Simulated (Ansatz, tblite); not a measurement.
# SnF2: a ladder of methods and basis sets, part 1 of 2

Aim: run the singlet of SnF2 at one geometry on many levels, and compare frontier levels, spin and run time.

The runs use Ansatz 0.2.0, Gaussian basis; as each input shows.

The runs, in order: GFN1-xTB, GFN2-xTB, PBE-D4/def2-TZVP, r2SCAN-D4/def2-TZVP, HSE06-D4/def2-TZVP, B3LYP-D4/def2-TZVP, r2SCAN0-D4/def2-TZVP, PBE-QIDH/def2-TZVP, BLYP-D4/def2-TZVP, CAM-B3LYP-D4/def2-TZVP, ωB97X-V/def2-TZVP, PBE-D4/def2-SVP, PBE0-D4/def2-SVP, CCSD(T)/def2-TZVPP, MP2/def2-TZVP, RPA/def2-TZVP.

4 further runs of the same task are left out: 4 set aside as unsound or not needed. Runs told in other sessions of the task aren't counted.

### Step 1. The structure

The singlet was relaxed beforehand with PBE0-D4/def2-TZVP.

3 atoms, charge 0, spin multiplicity 1.

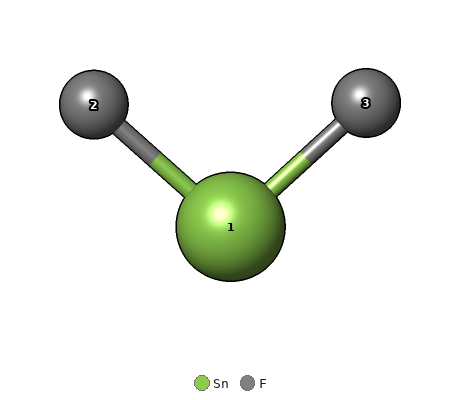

The geometry (tin green, fluorine grey); atoms are numbered from 1 in the order of the file.

Sn takes a core potential in the def2 sets. No spin-orbit coupling is included.

PBE0-D4/def2-TZVP was run before; its log isn't repeated, and its numbers join the tables.

### Step 2. GFN1-xTB

Tight binding, by tblite at 300 K electronic temperature and without a spin-polarisation term:

```python
tblite.interface.Calculator('GFN1-xTB', numbers, positions, charge=0, uhf=0).singlepoint()
```

Energy -349.7627 eV, HOMO -12.81 eV, LUMO -7.77 eV; 0.004 s.

### Step 3. GFN2-xTB

Tight binding, by tblite at 300 K electronic temperature and without a spin-polarisation term:

```python
tblite.interface.Calculator('GFN2-xTB', numbers, positions, charge=0, uhf=0).singlepoint()
```

Energy -318.1691 eV, HOMO -12.37 eV, LUMO -7.33 eV; 0.004 s.

### Step 4. PBE-D4/def2-TZVP

start.molden holds the orbitals of an earlier run on this state, given as this run's starting guess.

in.yaml reads:

```yaml
crystal:
  periodic: [false, false, false]
  atoms:
    - {symbol: Sn, position_ang: [0.005430, -0.007548, -0.863456]}
    - {symbol: F, position_ang: [1.430626, -0.018342, 0.440941]}
    - {symbol: F, position_ang: [-1.436066, 0.025890, 0.422515]}
basis:
  gaussian: {orbitals: def2-TZVP, initial_orbitals: start.molden}
hamiltonian: {xc: pbe, dispersion: d4}
scf: {omitted_lower_state_checks: [starts]}
output: {orbitals: {seedname: orbitals}}
```

Started as:

```console
> ansatz run in.yaml --threads 4 --pin off --events-out ev --progress --plain --max-ram 3916MiB
```

Output:

```text
Functional definition: PBE
  name "PBE"
  cite "Perdew, Burke & Ernzerhof, Phys. Rev. Lett. 77, 3865 (1996) doi:10.1103/PhysRevLett.77.3865"
  parent pbe
  parameter kappa = 0.804
  parameter beta = 0.06672455060314922
  exchange = pbe_x(kappa = kappa, mu = beta*pi^2/3)
  correlation = pbe_c(beta = beta)
these checks for a lower state are left out or cut short: starts
700 factors; their error is unknown
mean field evaluation 1: about -11265.0742 eV, gradient 8.5e0 eV
mean field evaluation 2: about -11265.1827 eV, gradient 1.5e-1 eV
mean field evaluation 4: about -11265.1810 eV, gradient 1.6e-4 eV
mean field evaluation 8: about -11265.1810 eV, gradient 2.2e-5 eV
mean field -11265.18102350 eV, -413.9877667995 hartree, gradient 2.2e-5 eV, S^2 0.000000; 0 other end points of the search recorded, 0 dependent functions left out
reference -11265.18106149 eV, -413.9877681956 hartree; 20, 20 occupied and 92, 92 virtual orbitals, 700 factors
Total energy: -11265.22446787 eV, -413.9893633508 hartree
Checks for a lower state left out: starts
```

It took 0.6 s on 4 threads of AMD EPYC 7R43, shared host.

From the report: HOMO -7.46 eV, LUMO -3.44 eV.

### Step 5. r2SCAN-D4/def2-TZVP

in.yaml, as its differences from that of step 4:

```diff
@@ -8,3 +8,3 @@
   gaussian: {orbitals: def2-TZVP, initial_orbitals: start.molden}
-hamiltonian: {xc: pbe, dispersion: d4}
+hamiltonian: {xc: r2scan, dispersion: d4}
 scf: {omitted_lower_state_checks: [starts]}
```

Same command.

Output:

```text
Functional definition: r2SCAN
  name "r2SCAN"
  cite "Furness, Kaplan, Ning, Perdew & Sun, J. Phys. Chem. Lett. 11, 8208 (2020) doi:10.1021/acs.jpclett.0c02405"
  cite "Furness, Kaplan, Ning, Perdew & Sun, J. Phys. Chem. Lett. 11, 9248 (2020) doi:10.1021/acs.jpclett.0c03077"
  parent r2scan
  parameter k0 = 0.174
  parameter k1 = 0.065
  parameter a1 = 4.9479
  exchange = r2scan_x(k0 = k0, k1 = k1, a1 = a1)
  correlation = r2scan_c
these checks for a lower state are left out or cut short: starts
700 factors; their error is unknown
mean field evaluation 1: about -11270.1318 eV, gradient 4.9e0 eV
mean field evaluation 2: about -11270.1628 eV, gradient 5.1e-2 eV
mean field evaluation 4: about -11270.1666 eV, gradient 9.5e-5 eV
mean field evaluation 8: about -11270.1666 eV, gradient 7.8e-6 eV
mean field -11270.16658383 eV, -414.1709827625 hartree, gradient 7.8e-6 eV, S^2 0.000000; 0 other end points of the search recorded, 0 dependent functions left out
reference -11270.16659450 eV, -414.1709831548 hartree; 20, 20 occupied and 92, 92 virtual orbitals, 700 factors
Total energy: -11270.17550531 eV, -414.1713106207 hartree
Checks for a lower state left out: starts
```

Wall time 1.2 s (4 threads of AMD EPYC 7R43, shared host).

Report: HOMO -7.80 eV, LUMO -3.38 eV.

### Step 6. HSE06-D4/def2-TZVP

in.yaml, as its differences from that of step 5:

```diff
@@ -8,4 +8,4 @@
   gaussian: {orbitals: def2-TZVP, initial_orbitals: start.molden}
-hamiltonian: {xc: r2scan, dispersion: d4}
+hamiltonian: {xc: hse06, dispersion: d4}
 scf: {omitted_lower_state_checks: [starts]}
-output: {orbitals: {seedname: orbitals}}
+output: {forces: true, orbitals: {seedname: orbitals}}
```

The command is unchanged.

Output (excerpt; [...] marks lines left out):

```text
Functional definition: HSE06
  name "HSE06"
  cite "Heyd, Scuseria & Ernzerhof, J. Chem. Phys. 118, 8207 (2003) doi:10.1063/1.1564060"
  cite "Krukau, Vydrov, Izmaylov & Scuseria, J. Chem. Phys. 125, 224106 (2006) doi:10.1063/1.2404663"
  cite "Heyd & Scuseria, J. Chem. Phys. 120, 7274 (2004) doi:10.1063/1.1668634"
  cite "Ernzerhof & Perdew, J. Chem. Phys. 109, 3313 (1998) doi:10.1063/1.476928"
  cite "Perdew, Burke & Ernzerhof, Phys. Rev. Lett. 77, 3865 (1996) doi:10.1103/PhysRevLett.77.3865"
  parent pbe
[...]
  # The whole range is PBE's own exchange, as in plane waves. The composition of these papers is wPBEh.
[...]
773 factors; their error is unknown
49 factors; integrals over basis functions are off by at most 9.1e-7 eV
[...]
mean field -11264.82523148 eV, -413.9746916840 hartree, gradient 1.4e-5 eV, S^2 0.000000; 0 other end points of the search recorded, 0 dependent functions left out
[...]
reference -11264.82526525 eV, -413.9746929252 hartree; 20, 20 occupied and 92, 92 virtual orbitals, 773 factors
Total energy: -11264.85910558 eV, -413.9759365343 hartree
Atom 0 at     0.005430    -0.007548    -0.863456 Å, force     0.000028    -0.000039    -0.004482 eV/Å
Atom 1 at     1.430626    -0.018342     0.440941 Å, force     0.003044    -0.000028     0.002261 eV/Å
Atom 2 at    -1.436066     0.025890     0.422515 Å, force    -0.003073     0.000067     0.002222 eV/Å
Dipole moment:     0.004874    -0.006771    -0.774522 e Å
Checks for a lower state left out: starts
```

It took 1.2 s on 4 threads of AMD EPYC 7R43, shared host.

Report: HOMO -8.32 eV, LUMO -3.13 eV.

### Step 7. B3LYP-D4/def2-TZVP

in.yaml, as its differences from that of step 6:

```diff
@@ -8,4 +8,4 @@
   gaussian: {orbitals: def2-TZVP, initial_orbitals: start.molden}
-hamiltonian: {xc: hse06, dispersion: d4}
+hamiltonian: {xc: {name: B3LYP}, dispersion: d4}
 scf: {omitted_lower_state_checks: [starts]}
-output: {forces: true, orbitals: {seedname: orbitals}}
+output: {orbitals: {seedname: orbitals}}
```

Launched as before.

Output (excerpt; [...] marks lines left out):

```text
Functional definition: B3LYP
  name "B3LYP"
  cite "Stephens, Devlin, Chabalowski & Frisch, J. Phys. Chem. 98, 11623 (1994) doi:10.1021/j100096a001"
  cite "Becke, Phys. Rev. A 38, 3098 (1988) doi:10.1103/PhysRevA.38.3098"
  cite "Lee, Yang & Parr, Phys. Rev. B 37, 785 (1988) doi:10.1103/PhysRevB.37.785"
  cite "Vosko, Wilk & Nusair, Can. J. Phys. 58, 1200 (1980) doi:10.1139/p80-159"
[...]
744 factors; their error is unknown
[...]
mean field -11272.26159468 eV, -414.2479729912 hartree, gradient 2.0e-5 eV, S^2 0.000000; 0 other end points of the search recorded, 0 dependent functions left out
reference -11272.26178843 eV, -414.2479801112 hartree; 20, 20 occupied and 92, 92 virtual orbitals, 744 factors
Total energy: -11272.33382375 eV, -414.2506273604 hartree
Checks for a lower state left out: starts
```

Run time: 0.91 s. Hardware: 4 threads of AMD EPYC 7R43, shared host.

From the report: HOMO -8.58 eV, LUMO -3.05 eV.

### Step 8. r2SCAN0-D4/def2-TZVP

in.yaml, as its differences from that of step 7:

```diff
@@ -8,3 +8,3 @@
   gaussian: {orbitals: def2-TZVP, initial_orbitals: start.molden}
-hamiltonian: {xc: {name: B3LYP}, dispersion: d4}
+hamiltonian: {xc: {name: r2SCAN0}, dispersion: d4}
 scf: {omitted_lower_state_checks: [starts]}
```

Launched as before.

Output (excerpt; [...] marks lines left out):

```text
Functional definition: r2SCAN0
  name "r2SCAN0"
  cite "Bursch, Neugebauer, Ehlert & Grimme, J. Chem. Phys. 156, 134105 (2022) doi:10.1063/5.0086040"
  cite "Furness, Kaplan, Ning, Perdew & Sun, J. Phys. Chem. Lett. 11, 8208 (2020) doi:10.1021/acs.jpclett.0c02405"
  cite "Furness, Kaplan, Ning, Perdew & Sun, J. Phys. Chem. Lett. 11, 9248 (2020) doi:10.1021/acs.jpclett.0c03077"
  parent r2scan
[...]
773 factors; their error is unknown
[...]
mean field -11268.46769686 eV, -414.1085498178 hartree, gradient 2.4e-5 eV, S^2 0.000000; 0 other end points of the search recorded, 0 dependent functions left out
reference -11268.46770475 eV, -414.1085501078 hartree; 20, 20 occupied and 92, 92 virtual orbitals, 773 factors
Total energy: -11268.47865834 eV, -414.1089526448 hartree
Checks for a lower state left out: starts
```

Run time: 1.4 s. Hardware: 4 threads of AMD EPYC 7R43, shared host.

Report: HOMO -8.97 eV, LUMO -2.74 eV.

### Step 9. PBE-QIDH/def2-TZVP

in.yaml, as its differences from that of step 8:

```diff
@@ -8,4 +8,3 @@
   gaussian: {orbitals: def2-TZVP, initial_orbitals: start.molden}
-hamiltonian: {xc: {name: r2SCAN0}, dispersion: d4}
+hamiltonian: {xc: {name: PBE-QIDH}}
 scf: {omitted_lower_state_checks: [starts]}
-output: {orbitals: {seedname: orbitals}}
```

Same command.

Output (excerpt; [...] marks lines left out):

```text
Functional definition: PBE-QIDH
  name "PBE-QIDH"
  cite "Brémond, Sancho-García, Pérez-Jiménez & Adamo, J. Chem. Phys. 141, 031101 (2014) doi:10.1063/1.4890314"
  cite "Perdew, Burke & Ernzerhof, Phys. Rev. Lett. 77, 3865 (1996) doi:10.1103/PhysRevLett.77.3865"
[...]
894 factors; integrals over basis functions are off by at most 9.5e-4 eV
[...]
mean field -11250.81704504 eV, -413.4599003275 hartree, gradient 1.7e-6 eV, S^2 0.000000; 0 other end points of the search recorded, 0 dependent functions left out
6 core orbitals not correlated: weight in the atoms' cores, before any rotation towards them, 1.000 or more for the frozen orbitals, at most 0.000 for the correlated occupied ones
reference -11250.81705405 eV, -413.4599006586 hartree; 14, 14 occupied and 92, 92 virtual orbitals, 894 factors
second order -24.49408943 eV of doubles, -0.00000000 eV of singles
Total energy: -11258.98175053 eV, -413.7599477199 hartree
Checks for a lower state left out: starts
```

It took 1.8 s on 4 threads of AMD EPYC 7R43, shared host.

### Step 10. BLYP-D4/def2-TZVP

in.yaml, as its differences from that of step 9:

```diff
@@ -8,3 +8,4 @@
   gaussian: {orbitals: def2-TZVP, initial_orbitals: start.molden}
-hamiltonian: {xc: {name: PBE-QIDH}}
+hamiltonian: {xc: {name: BLYP}, dispersion: d4}
 scf: {omitted_lower_state_checks: [starts]}
+output: {orbitals: {seedname: orbitals}}
```

Launched as before.

Output:

```text
Functional definition: BLYP
  name "BLYP"
  cite "Becke, Phys. Rev. A 38, 3098 (1988) doi:10.1103/PhysRevA.38.3098"
  cite "Lee, Yang & Parr, Phys. Rev. B 37, 785 (1988) doi:10.1103/PhysRevB.37.785"
  parameter beta = 0.0042
  parameter a = 0.04918
  parameter b = 0.132
  parameter c = 0.2533
  parameter d = 0.349
  exchange = b88_x(beta = beta)
  correlation = lyp_c(a = a, b = b, c = c, d = d)
these checks for a lower state are left out or cut short: starts
700 factors; their error is unknown
mean field evaluation 1: about -11268.6819 eV, gradient 1.2e1 eV
mean field evaluation 2: about -11268.8483 eV, gradient 2.0e-1 eV
mean field evaluation 4: about -11268.8463 eV, gradient 1.9e-1 eV
mean field evaluation 8: about -11268.8464 eV, gradient 1.2e-5 eV
mean field -11268.84636812 eV, -414.1224657298 hartree, gradient 1.2e-5 eV, S^2 0.000000; 0 other end points of the search recorded, 0 dependent functions left out
reference -11268.84663708 eV, -414.1224756142 hartree; 20, 20 occupied and 92, 92 virtual orbitals, 700 factors
Total energy: -11268.94349363 eV, -414.1260350265 hartree
Checks for a lower state left out: starts
```

Run time: 0.8 s. Hardware: 4 threads of AMD EPYC 7R43, shared host.

HOMO -7.40 eV, LUMO -3.42 eV.

### Step 11. CAM-B3LYP-D4/def2-TZVP

in.yaml, as its differences from that of step 10:

```diff
@@ -8,3 +8,3 @@
   gaussian: {orbitals: def2-TZVP, initial_orbitals: start.molden}
-hamiltonian: {xc: {name: BLYP}, dispersion: d4}
+hamiltonian: {xc: {name: CAM-B3LYP}, dispersion: d4}
 scf: {omitted_lower_state_checks: [starts]}
```

The command is unchanged.

Output (excerpt; [...] marks lines left out):

```text
Functional definition: CAM-B3LYP
  name "CAM-B3LYP"
  cite "Yanai, Tew & Handy, Chem. Phys. Lett. 393, 51 (2004) doi:10.1016/j.cplett.2004.06.011"
  cite "Iikura, Tsuneda, Yanai & Hirao, J. Chem. Phys. 115, 3540 (2001) doi:10.1063/1.1383587"
  cite "Becke, Phys. Rev. A 38, 3098 (1988) doi:10.1103/PhysRevA.38.3098"
  cite "Lee, Yang & Parr, Phys. Rev. B 37, 785 (1988) doi:10.1103/PhysRevB.37.785"
  cite "Vosko, Wilk & Nusair, Can. J. Phys. 58, 1200 (1980) doi:10.1139/p80-159"
[...]
  # Exact exchange under (alpha + beta erf(omega r))/r, Becke's under what is left of 1/r.
[...]
744 factors; their error is unknown
141 factors; integrals over basis functions are off by at most 5.1e-5 eV
[...]
mean field -11268.65042395 eV, -414.1152649146 hartree, gradient 2.1e-5 eV, S^2 0.000000; 0 other end points of the search recorded, 0 dependent functions left out
reference -11268.65051821 eV, -414.1152683785 hartree; 20, 20 occupied and 92, 92 virtual orbitals, 744 factors
Total energy: -11268.68740801 eV, -414.1166240539 hartree
Checks for a lower state left out: starts
```

Wall time 0.9 s (4 threads of AMD EPYC 7R43, shared host).

Report: HOMO -10.09 eV, LUMO -1.88 eV.

(Continued in part 2 of 2.)
